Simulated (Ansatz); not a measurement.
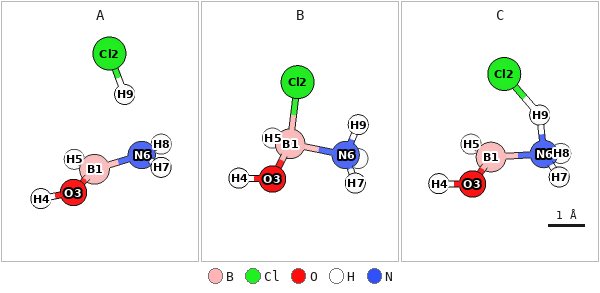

3 geometries from a converged minimum-energy path of BNH5OCl, shuffled. A ball-and-stick model, seen at a tilt.

The calculation used Ansatz, RKS PBE0-D4/def2-SVP. Settings: 9 movable images; climbing image; force threshold 0.03 eV/Å; iteration limit 60; starting path through a guess of the saddle point.

Which frame is the transition state?

Answer. C. In order along the path, whose images run from 0 to 10: B (image 4, +3.2 kcal/mol), C (image 6, +19.2 kcal/mol), A (image 10, +8.5 kcal/mol). Breaking: B1–Cl2 (1.89 → 2.61 at the top → 3.56 Å), N6–H9 (1.02 → 1.22 at the top → 1.92 Å). Forming: Cl2–H9 (2.83 → 1.63 at the top → 1.31 Å).

Cost: 3 min on 2 threads of Arm Neoverse V2, on a shared host, peak memory 0.16 GiB.
